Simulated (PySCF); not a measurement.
# Te: excitation energy in aug-cc-pVTZ-DK3

Wanted: the excitation energy of tellurium, up a ladder of methods.

Program: PySCF 2.14.0. Level of theory: unrestricted determinants in a Gaussian basis, no spin-orbit coupling in the energies. These are calculated values, not measurements, unless marked.

## Step 1: Starting point

- Element: tellurium (Z = 52)
- Basis: aug-cc-pVTZ-DK3 (8s7p5d2f, 68 functions)
- Hamiltonian: scalar relativity by spin-free X2C-1e
- State 1: Te: [Kr] 4d10 5s2 5p3 6s1, high-spin 5S determinant (an excited configuration)
- Needed too, but not shown: Te [Kr] 4d10 5s2 5p4 (3P)
- Methods: UHF, LDA, PBE, PBE0, r2SCAN, PW91, BP86, MN15, M06-L, MP2
- Core shells frozen in the correlated runs: valence: [Kr] 4d10 (for Te)

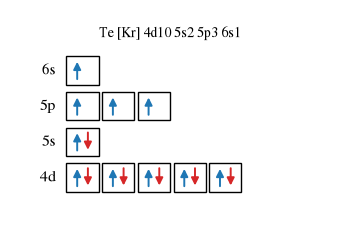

Outer shells as boxes.

The runs were made by one driver on top of PySCF. The scripts below sum up each run's settings (the driver also hands on starting orbitals that pick excited configurations, and frozen orbitals as a list rather than a count), and the logs come from the driver's own runs. The driver starts from symmetry-adapted Hartree-Fock orbitals, holds the occupation by maximum overlap and uses a logarithmic radial grid for functionals, so a plain start would take other cycles.

The integrals over 68 functions and the set-up took 3.5 s of CPU time.

## Step 2: Te [Kr] 4d10 5s2 5p3 6s1, method by method

Level: UHF.

File input.py:

```python
from pyscf import gto, scf, dft, mp, cc
import basis_set_exchange as bse
mol = gto.M(atom="Te 0 0 0", charge=0, spin=4, symmetry="D2h",
            basis=gto.basis.parse(bse.get_basis("aug-cc-pVTZ-DK3", elements=["Te"], fmt="nwchem")),
            nucmod="G")
mf = scf.UHF(mol).sfx2c1e()
mf.irrep_nelec = {'Ag': (10, 9), 'B1g': (2, 2), 'B2g': (2, 2), 'B3g': (2, 2), 'B1u': (4, 3), 'B2u': (4, 3), 'B3u': (4, 3)}
mf.kernel()
```

Level: LDA.

input.py, as changed from the run before:

```diff
@@ -5,3 +5,3 @@
             nucmod="G")
-mf = scf.UHF(mol).sfx2c1e()
+mf = dft.UKS(mol, xc="LDA,VWN").sfx2c1e()
 mf.irrep_nelec = {'Ag': (10, 9), 'B1g': (2, 2), 'B2g': (2, 2), 'B3g': (2, 2), 'B1u': (4, 3), 'B2u': (4, 3), 'B3u': (4, 3)}
```

Level: PBE.

input.py, as changed from the run before:

```diff
@@ -5,3 +5,3 @@
             nucmod="G")
-mf = dft.UKS(mol, xc="LDA,VWN").sfx2c1e()
+mf = dft.UKS(mol, xc="PBE").sfx2c1e()
 mf.irrep_nelec = {'Ag': (10, 9), 'B1g': (2, 2), 'B2g': (2, 2), 'B3g': (2, 2), 'B1u': (4, 3), 'B2u': (4, 3), 'B3u': (4, 3)}
```

Level: PBE0.

input.py, as changed from the run before:

```diff
@@ -5,3 +5,3 @@
             nucmod="G")
-mf = dft.UKS(mol, xc="PBE").sfx2c1e()
+mf = dft.UKS(mol, xc="PBE0").sfx2c1e()
 mf.irrep_nelec = {'Ag': (10, 9), 'B1g': (2, 2), 'B2g': (2, 2), 'B3g': (2, 2), 'B1u': (4, 3), 'B2u': (4, 3), 'B3u': (4, 3)}
```

Level: r2SCAN.

input.py, as changed from the run before:

```diff
@@ -5,3 +5,3 @@
             nucmod="G")
-mf = dft.UKS(mol, xc="PBE0").sfx2c1e()
+mf = dft.UKS(mol, xc="R2SCAN").sfx2c1e()
 mf.irrep_nelec = {'Ag': (10, 9), 'B1g': (2, 2), 'B2g': (2, 2), 'B3g': (2, 2), 'B1u': (4, 3), 'B2u': (4, 3), 'B3u': (4, 3)}
```

Level: PW91.

input.py, as changed from the run before:

```diff
@@ -5,3 +5,3 @@
             nucmod="G")
-mf = dft.UKS(mol, xc="R2SCAN").sfx2c1e()
+mf = dft.UKS(mol, xc="PW91,PW91").sfx2c1e()
 mf.irrep_nelec = {'Ag': (10, 9), 'B1g': (2, 2), 'B2g': (2, 2), 'B3g': (2, 2), 'B1u': (4, 3), 'B2u': (4, 3), 'B3u': (4, 3)}
```

Level: BP86.

input.py, as changed from the run before:

```diff
@@ -5,3 +5,3 @@
             nucmod="G")
-mf = dft.UKS(mol, xc="PW91,PW91").sfx2c1e()
+mf = dft.UKS(mol, xc="B88,P86").sfx2c1e()
 mf.irrep_nelec = {'Ag': (10, 9), 'B1g': (2, 2), 'B2g': (2, 2), 'B3g': (2, 2), 'B1u': (4, 3), 'B2u': (4, 3), 'B3u': (4, 3)}
```

Level: MN15.

input.py, as changed from the run before:

```diff
@@ -5,3 +5,3 @@
             nucmod="G")
-mf = dft.UKS(mol, xc="B88,P86").sfx2c1e()
+mf = dft.UKS(mol, xc="MN15").sfx2c1e()
 mf.irrep_nelec = {'Ag': (10, 9), 'B1g': (2, 2), 'B2g': (2, 2), 'B3g': (2, 2), 'B1u': (4, 3), 'B2u': (4, 3), 'B3u': (4, 3)}
```

Level: M06-L.

input.py, as changed from the run before:

```diff
@@ -5,3 +5,3 @@
             nucmod="G")
-mf = dft.UKS(mol, xc="MN15").sfx2c1e()
+mf = dft.UKS(mol, xc="M06L").sfx2c1e()
 mf.irrep_nelec = {'Ag': (10, 9), 'B1g': (2, 2), 'B2g': (2, 2), 'B3g': (2, 2), 'B1u': (4, 3), 'B2u': (4, 3), 'B3u': (4, 3)}
```

## Step 3: Te [Kr] 4d10 5s2 5p3 6s1, continued

Level: MP2 (valence).

input.py, as its differences from that of step 2:

```diff
@@ -5,4 +5,5 @@
             nucmod="G")
-mf = dft.UKS(mol, xc="M06L").sfx2c1e()
+mf = scf.UHF(mol).sfx2c1e()
 mf.irrep_nelec = {'Ag': (10, 9), 'B1g': (2, 2), 'B2g': (2, 2), 'B3g': (2, 2), 'B1u': (4, 3), 'B2u': (4, 3), 'B3u': (4, 3)}
 mf.kernel()
+mp.UMP2(mf, frozen=23).kernel()
```

**Question.** What will these runs give?

The runs gave:

| quantity | value |
| --- | --- |
| excitation energy, Te → [Kr] 4d10 5s2 5p3 6s1 | UHF 4.771, MP2 (valence) 5.065 eV; reference 5.226 |

Each level's miss (mean over 1 difference):

| method | mean absolute miss against the measured value (with the measured fine structure taken into account where it is known) (eV) |
| --- | --- |
| UHF | 0.455 |
| LDA | 0.168 |
| PBE | 0.027 |
| PBE0 | 0.114 |
| r2SCAN | 0.267 |
| PW91 | 0.065 |
| BP86 | 0.127 |
| MN15 | 0.231 |
| M06-L | 0.443 |
| MP2 (valence) | 0.160 |
| SCS-MP2 (valence) | 0.028 |

**Reading.** Against experiment PBE comes closest (off by 0.03 eV), level with SCS-MP2 (valence) and UHF is farthest (0.45 eV). PBE is off by +0.03 eV. The basis is finite, and no extrapolation was made.
